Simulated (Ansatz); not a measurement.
# A workflow on TiH2SCl2O (SMILES [OH][Ti]([SH])([Cl])[Cl])

Wanted: a point of an energy scan (HF/STO-3G), then a point of an energy scan (HF/STO-3G), then a point of an energy scan (HF/STO-3G), then a point of an energy scan (HF/STO-3G), then a point of an energy scan (UHF/STO-3G), then a point of an energy scan (UHF/STO-3G) of TiH2SCl2O. 

The results are computed with Ansatz 0.2.0.

1 further run of the same task is left out (it didn't finish).

## Step 1: The structure to begin with

TiH2SCl2O has 7 atoms, charge 0, and is taken as a singlet. As SMILES, `[OH][Ti]([SH])([Cl])[Cl]`. The shape is that of a PBE0-D4/def2-TZVP optimisation. This is one conformer, not always the lowest.

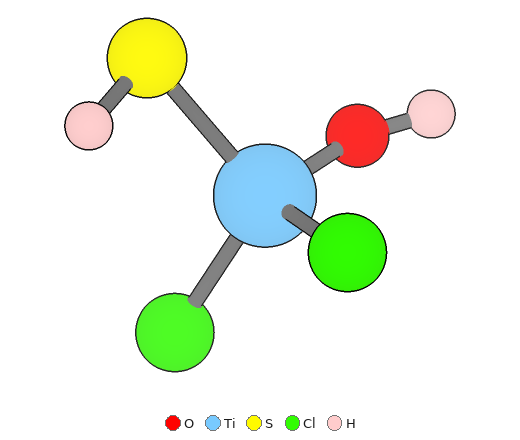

The structure, seen from a chosen angle (oxygen red, titanium blue, sulfur yellow, chlorine green, hydrogen pink).

## Step 2: A point of an energy scan at HF/STO-3G (held atoms (6, 1), held distance 0.9576 angstrom) (run 1)

Contents of input.yaml:

```yaml
crystal:
  periodic: [false, false, false]
  atoms:
    - {symbol: O, position_ang: [-1.377300, 0.558700, 0.862300]}
    - {symbol: Ti, position_ang: [-0.135200, 0.038500, -0.245900]}
    - {symbol: S, position_ang: [1.377700, -1.025800, 1.066100]}
    - {symbol: Cl, position_ang: [-0.905600, -1.341600, -1.764100]}
    - {symbol: Cl, position_ang: [0.823000, 1.739800, -1.232100]}
    - {symbol: H, position_ang: [-1.863900, 1.272300, 1.275800]}
    - {symbol: H, position_ang: [2.142400, -1.309900, -0.007900]}
basis:
  gaussian:
    orbitals: STO-3G
hamiltonian:
  xc: hf
relax:
  max_steps: 60
  constraints: [{distance: [5, 0], at: 0.9576}]
```

On the command line:

```console
$ ansatz run input.yaml --threads 1 --pin off --max-ram 2610MiB --events-out events.jsonl --progress --plain --runs-dir runs
```

The log of the run:

```text
Warning: RAYON_NUM_THREADS=1 ignored (pool sized by the plan → 1); use --threads N
The last accepted step is kept in runs//last_step.txt (removed where the run ends without a failure and the disk answers)
[... 71 lines left out ...]
Total energy: -60342.15144578 eV, -2217.5331642532 hartree
[... 7 lines left out ...]
Dipole moment:    -0.305945     0.102661     0.671588 e Å
```

Wall time 30 s (1 thread of Arm Neoverse N1, shared host); peak memory 0.14 GiB.

## Step 3: A point of an energy scan at HF/STO-3G (held atoms (6, 1), held distance 1.0534 angstrom) (run 2)

Contents of in.yaml:

```yaml
crystal:
  periodic: [false, false, false]
  atoms:
    - {symbol: O, position_ang: [-1.283739, 0.690682, 0.779417]}
    - {symbol: Ti, position_ang: [-0.096742, 0.084886, -0.231663]}
    - {symbol: S, position_ang: [1.363691, -0.991018, 1.052003]}
    - {symbol: Cl, position_ang: [-0.987581, -1.282421, -1.708090]}
    - {symbol: Cl, position_ang: [0.885989, 1.729903, -1.313850]}
    - {symbol: H, position_ang: [-1.976495, 1.048870, 1.335104]}
    - {symbol: H, position_ang: [2.155977, -1.348903, 0.041280]}
basis:
  gaussian: {orbitals: STO-3G}
magnetization: {spin_polarized: false, initial_magnetization: 0}
hamiltonian: {xc: hf}
relax: {max_steps: 60, constraints: [{distance: [5, 0], at: 1.0534}]}
```

On the command line:

```console
$ ansatz run in.yaml --threads 1 --pin off --max-ram 2610MiB --events-out events.jsonl --progress --plain --runs-dir runs
```

The log of the run:

```text
Warning: RAYON_NUM_THREADS=1 ignored (pool sized by the plan → 1); use --threads N
[... 1 set-up line as earlier in the session ...]
[... 56 lines left out ...]
Total energy: -60341.95752944 eV, -2217.5260379592 hartree
[... 7 lines left out ...]
Dipole moment:    -0.332325     0.116375     0.690019 e Å
```

Wall time 23 s (1 thread of Arm Neoverse N1, shared host); peak memory 0.14 GiB.

## Step 4: A point of an energy scan at HF/STO-3G (held atoms (6, 1), held distance 1.1491 angstrom) (run 3)

Contents of in.yaml:

```yaml
crystal:
  periodic: [false, false, false]
  atoms:
    - {symbol: O, position_ang: [-1.272904, 0.685216, 0.771207]}
    - {symbol: Ti, position_ang: [-0.086815, 0.080134, -0.238961]}
    - {symbol: S, position_ang: [1.373460, -0.995631, 1.045298]}
    - {symbol: Cl, position_ang: [-0.976585, -1.288736, -1.715196]}
    - {symbol: Cl, position_ang: [0.896493, 1.725352, -1.321132]}
    - {symbol: H, position_ang: [-2.037353, 1.080751, 1.378513]}
    - {symbol: H, position_ang: [2.164805, -1.355088, 0.034472]}
basis:
  gaussian:
    orbitals: STO-3G
hamiltonian:
  xc: hf
relax:
  max_steps: 60
  constraints: [{distance: [5, 0], at: 1.1491}]
```

On the command line:

```console
$ ansatz run in.yaml --threads 1 --pin off --max-ram 2610MiB --events-out events.jsonl --progress --plain --runs-dir runs
```

The log of the run:

```text
Warning: RAYON_NUM_THREADS=1 ignored (pool sized by the plan → 1); use --threads N
[... 1 set-up line as earlier in the session ...]
[... 64 lines left out ...]
Total energy: -60341.36746813 eV, -2217.5043536057 hartree
[... 7 lines left out ...]
Dipole moment:    -0.358336     0.129816     0.710108 e Å
```

Wall time 26 s (1 thread of Arm Neoverse N1, shared host); peak memory 0.14 GiB.

## Step 5: A point of an energy scan at HF/STO-3G (held atoms (6, 1), held distance 1.2928 angstrom) (run 4)

Contents of run.yaml:

```yaml
crystal:
  periodic: [false, false, false]
  atoms:
    - {symbol: O, position_ang: [-1.262841, 0.680016, 0.762522]}
    - {symbol: Ti, position_ang: [-0.076917, 0.074851, -0.246070]}
    - {symbol: S, position_ang: [1.383107, -1.000604, 1.038882]}
    - {symbol: Cl, position_ang: [-0.965907, -1.294357, -1.723047]}
    - {symbol: Cl, position_ang: [0.907302, 1.719633, -1.328890]}
    - {symbol: H, position_ang: [-2.097958, 1.112645, 1.422705]}
    - {symbol: H, position_ang: [2.174315, -1.360186, 0.028098]}
basis:
  gaussian:
    orbitals: STO-3G
relax:
  max_steps: 60
  constraints: [{distance: [5, 0], at: 1.2928}]
hamiltonian:
  xc: hf
```

On the command line:

```console
$ ansatz run run.yaml --threads 1 --pin off --max-ram 2610MiB --events-out events.jsonl --progress --plain --runs-dir runs
```

The log of the run:

```text
Warning: RAYON_NUM_THREADS=1 ignored (pool sized by the plan → 1); use --threads N
[... 1 set-up line as earlier in the session ...]
[... 64 lines left out ...]
Total energy: -60340.11686890 eV, -2217.4583949318 hartree
[... 7 lines left out ...]
Dipole moment:    -0.400371     0.152005     0.740326 e Å
```

It took 26 s on 1 thread of Arm Neoverse N1, shared host; peak memory 0.13 GiB.

## Step 6: A point of an energy scan at UHF/STO-3G (held atoms (6, 1), held distance 1.4364 angstrom) (run 5)

Contents of input.yaml:

```yaml
crystal:
  periodic: [false, false, false]
  atoms:
    - {symbol: O, position_ang: [-1.246700, 0.671361, 0.751839]}
    - {symbol: Ti, position_ang: [-0.061572, 0.066619, -0.256110]}
    - {symbol: S, position_ang: [1.398648, -1.008919, 1.028546]}
    - {symbol: Cl, position_ang: [-0.950617, -1.302836, -1.733790]}
    - {symbol: Cl, position_ang: [0.922925, 1.711694, -1.339551]}
    - {symbol: H, position_ang: [-2.190952, 1.162205, 1.485864]}
    - {symbol: H, position_ang: [2.189369, -1.368127, 0.017402]}
basis:
  gaussian: {orbitals: STO-3G}
magnetization: {spin_polarized: true, initial_magnetization: 0}
hamiltonian: {xc: hf}
relax: {max_steps: 60, constraints: [{distance: [5, 0], at: 1.4364}]}
```

On the command line:

```console
$ ansatz run input.yaml --threads 1 --pin off --max-ram 2610MiB --events-out events.jsonl --progress --plain --runs-dir runs
```

The log of the run:

```text
Warning: RAYON_NUM_THREADS=1 ignored (pool sized by the plan → 1); use --threads N
[... 1 set-up line as earlier in the session ...]
[... 71 lines left out ...]
Total energy: -60338.78170746 eV, -2217.4093286540 hartree
[... 7 lines left out ...]
Dipole moment:    -0.370083     0.137632     0.706351 e Å
```

Run time: 42 s. Hardware: 1 thread of Arm Neoverse N1, shared host; peak memory 0.18 GiB.

## Step 7: A point of an energy scan at UHF/STO-3G (held atoms (6, 1), held distance 1.6279 angstrom) (run 6)

Contents of in.yaml:

```yaml
crystal:
  periodic: [false, false, false]
  atoms:
    - {symbol: O, position_ang: [-1.226909, 0.659051, 0.751884]}
    - {symbol: Ti, position_ang: [-0.044755, 0.057113, -0.263381]}
    - {symbol: S, position_ang: [1.418575, -1.019596, 1.015392]}
    - {symbol: Cl, position_ang: [-0.936066, -1.309172, -1.740541]}
    - {symbol: Cl, position_ang: [0.935857, 1.702753, -1.346637]}
    - {symbol: H, position_ang: [-2.292108, 1.218459, 1.536523]}
    - {symbol: H, position_ang: [2.206506, -1.376610, 0.000959]}
basis:
  gaussian: {orbitals: STO-3G}
magnetization: {spin_polarized: true, initial_magnetization: 0}
hamiltonian: {xc: hf}
relax: {max_steps: 60, constraints: [{distance: [5, 0], at: 1.6279}]}
```

On the command line:

```console
$ ansatz run in.yaml --threads 1 --pin off --max-ram 2610MiB --events-out events.jsonl --progress --plain --runs-dir runs
```

The log of the run:

```text
Warning: RAYON_NUM_THREADS=1 ignored (pool sized by the plan → 1); use --threads N
[... 1 set-up line as earlier in the session ...]
[... 154 lines left out ...]
Total energy: -60338.23847410 eV, -2217.3893651960 hartree
[... 7 lines left out ...]
Dipole moment:     0.023191    -0.046550     0.245136 e Å
```

Wall time 98 s (1 thread of Arm Neoverse N1, shared host); peak memory 0.18 GiB.

## Step 8: What came out

| quantity | value |
| --- | --- |
| run 1, HF/STO-3G: total energy | -2217.53316 Eh |
| run 1, HF/STO-3G: dipole moment | 3.58 D |
| run 2, HF/STO-3G: total energy | -2217.52604 Eh |
| run 2, HF/STO-3G: dipole moment | 3.72 D |
| run 3, HF/STO-3G: total energy | -2217.50435 Eh |
| run 3, HF/STO-3G: dipole moment | 3.87 D |
| run 4, HF/STO-3G: total energy | -2217.45839 Eh |
| run 4, HF/STO-3G: dipole moment | 4.11 D |
| run 5, UHF/STO-3G: total energy | -2217.40933 Eh |
| run 5, UHF/STO-3G: dipole moment | 3.89 D |
| run 5, UHF/STO-3G: ⟨S²⟩ | 0.212 |
| run 6, UHF/STO-3G: total energy | -2217.38937 Eh |
| run 6, UHF/STO-3G: dipole moment | 1.20 D |
| run 6, UHF/STO-3G: ⟨S²⟩ | 0.584 |

In words: ⟨S²⟩ (run 5, UHF/STO-3G) is 0.21 where a pure singlet has 0.00: the reference is spin-contaminated. ⟨S²⟩ (run 6, UHF/STO-3G) is 0.58 where a pure singlet has 0.00: the reference is spin-contaminated. Mulliken charges (run 6, UHF/STO-3G) run from -0.34 on Cl5 to +0.75 on Ti2; they depend strongly on the basis.
